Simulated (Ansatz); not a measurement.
# AlCNClOF (SMILES O=C=[N][Al]([F])[Cl]) at HF/3-21G

What is the vertical singlet–triplet gap of AlCNClOF at HF/3-21G? 

Program for the calculation: Ansatz 0.2.0.

140 further runs of the same task are left out: 2 that didn't finish, 138 set aside as unsound or not needed. Runs told in other sessions of the task aren't counted.

## 1. The molecule

AlCNClOF: 6 atoms, total charge 0, spin state singlet. As SMILES, `O=C=[N][Al]([F])[Cl]`. The coordinates come from a PBE0-D4/def2-TZVP relaxation. This is one conformer, not always the lowest.

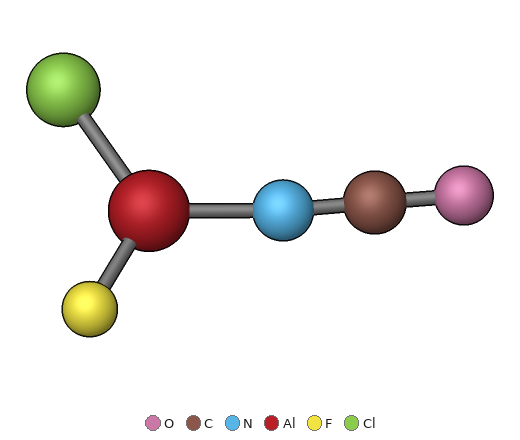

Viewed from a chosen angle; oxygen pink, carbon brown, nitrogen blue, aluminium red, fluorine yellow, chlorine green.

## 2. A single-point energy at HF/3-21G

Contents of molecule.yaml:

```yaml
crystal:
  periodic: [false, false, false]
  atoms:
    - symbol: O
      position_ang: [-1.726000, -0.301300, 2.353900]
    - symbol: C
      position_ang: [-1.034500, -0.244700, 1.421600]
    - symbol: "N"
      position_ang: [-0.321400, -0.196300, 0.461800]
    - symbol: Al
      position_ang: [0.694800, 0.033100, -0.933400]
    - symbol: F
      position_ang: [1.379200, -1.268200, -1.642400]
    - symbol: Cl
      position_ang: [1.050000, 1.913400, -1.707800]
basis:
  gaussian: {orbitals: 3-21G.json}
magnetization: {spin_polarized: false}
hamiltonian: {xc: hf}
accuracy: high
output: {orbitals: {seedname: orbitals}}
```

The basis set 3-21G is read from a file made from the Basis Set Exchange's data (not shown).

Started as:

```console
$ ansatz run molecule.yaml --threads 1 --pin off --max-ram 3480MiB --events-out events.jsonl --progress --plain --runs-dir runs
```

Output:

```text
Warning: RAYON_NUM_THREADS=1 ignored (pool sized by the plan → 1); use --threads N
Functional definition: HF
  name "HF"
  exchange = exact_x
  correlation = 0
1333 factors; integrals over basis functions are off by at most 7.4e-9 eV
mean field evaluation 1: about -26207.8786 eV, gradient 4.3e1 eV
mean field evaluation 2: about -26208.1603 eV, gradient 4.3e1 eV
mean field evaluation 4: about -26211.6350 eV, gradient 2.8e0 eV
mean field evaluation 8: about -26211.6811 eV, gradient 5.4e-1 eV
mean field evaluation 16: about -26211.6818 eV, gradient 1.4e-8 eV
mean field -26211.68184449 eV, -963.2615408689 hartree, gradient 3.3e-8 eV, S^2 0.000000; 0 other end points of the search recorded, 0 dependent functions left out
reference -26211.68184449 eV, -963.2615408689 hartree; 30, 30 occupied and 32, 32 virtual orbitals, 1333 factors
Total energy: -26211.68184449 eV, -963.2615408689 hartree
```

Wall time 0.88 s (1 thread of Arm Neoverse V2, shared host); peak memory 0.15 GiB.

## 3. The triplet

Changes to molecule.yaml since step 2:

```diff
@@ -16,6 +16,11 @@
 basis:
-  gaussian: {orbitals: 3-21G.json}
-magnetization: {spin_polarized: false}
-hamiltonian: {xc: hf}
+  gaussian:
+    orbitals: 3-21G.json
+magnetization:
+  spin_polarized: true
+  initial_magnetization: 2
+hamiltonian:
+  xc: hf
 accuracy: high
-output: {orbitals: {seedname: orbitals}}
+output:
+  orbitals: {seedname: orbitals}
```

The basis set 3-21G is read from a file made from the Basis Set Exchange's data (not shown).

Started as:

```console
$ ansatz run molecule.yaml --threads 1 --pin off --max-ram 3480MiB --events-out events.jsonl --progress --plain --runs-dir runs
```

Output, shortened:

```text
Warning: RAYON_NUM_THREADS=1 ignored (pool sized by the plan → 1); use --threads N
[... 2 set-up lines as earlier in the session ...]
[...]
1333 factors; integrals over basis functions are off by at most 7.4e-9 eV
[...]
mean field -26205.47859402 eV, -963.0335756190 hartree, gradient 4.6e-8 eV, S^2 2.038780; 4 other end points of the search recorded, 0 dependent functions left out
reference -26205.47859402 eV, -963.0335756190 hartree; 31, 29 occupied and 31, 33 virtual orbitals, 1333 factors
Total energy: -26205.47859402 eV, -963.0335756190 hartree
```

It took 14 s on 1 thread of Arm Neoverse V2, shared host; peak memory 0.21 GiB.

## 4. Summary of results

Level: HF/3-21G.

| quantity | value |
| --- | --- |
| singlet: total energy | -963.26154 Eh |
| singlet: HOMO energy | -12.41 eV |
| singlet: LUMO energy | 1.76 eV |
| singlet: HOMO–LUMO gap | 14.16 eV |
| triplet: total energy | -963.03358 Eh |
| triplet: HOMO energy (highest over α and β) | -5.20 eV |
| triplet: LUMO energy (lowest over α and β) | -1.47 eV |
| triplet: ⟨S²⟩ | 2.039 |
| vertical energy of the triplet above the singlet | 6.203 eV |

At this shape the triplet lies 6.20 eV (599 kJ/mol) above the singlet.
